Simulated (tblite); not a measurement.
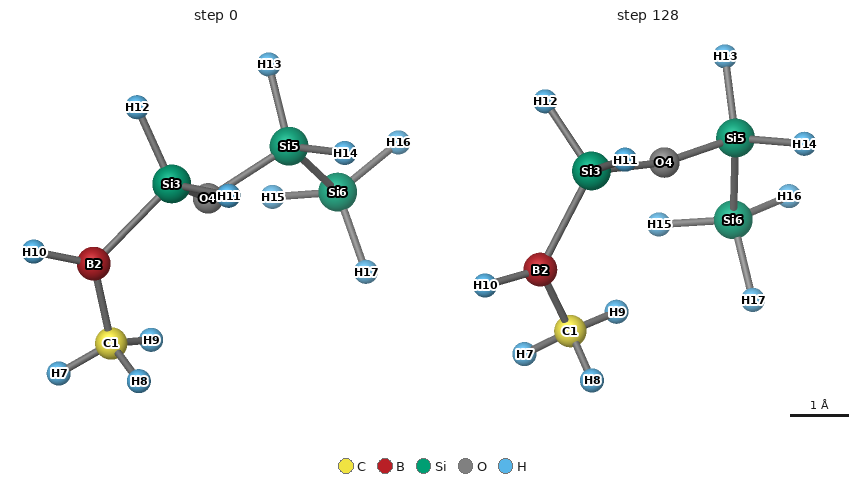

The structure of CH₁₁BOSi₃ before (left) and after (right) a relaxation, at one scale.

A ball-and-stick model, seen from a free direction.

Method: GFN2-xTB geometry optimisation, gas phase in tblite. 

Summarise the run.

The largest move after the best rigid fit is that of H16, 1.19 Å. By element the largest moves are H 1.19 Å, O 1.13 Å, Si 0.86 Å, C 0.78 Å, B 0.38 Å. Among the contacts that change: Si3–Si5 2.845 → 3.238 Å, O4–Si5 1.706 → 1.617 Å, Si5–Si6 2.238 → 2.301 Å, Si3–O4 1.694 → 1.634 Å. Bond angles that change, for instance: Si3–O4–Si5 113.6° → 169.7°, B2–Si3–H11 105.4° → 116.2°, O4–Si3–H11 113.3° → 104.2°. Groups turn about B2–Si3 by about 35°. Over 128 geometry steps the energy falls by 0.702 eV. The run took 1.1 s on 1 thread of Arm Neoverse V1 (shared host).
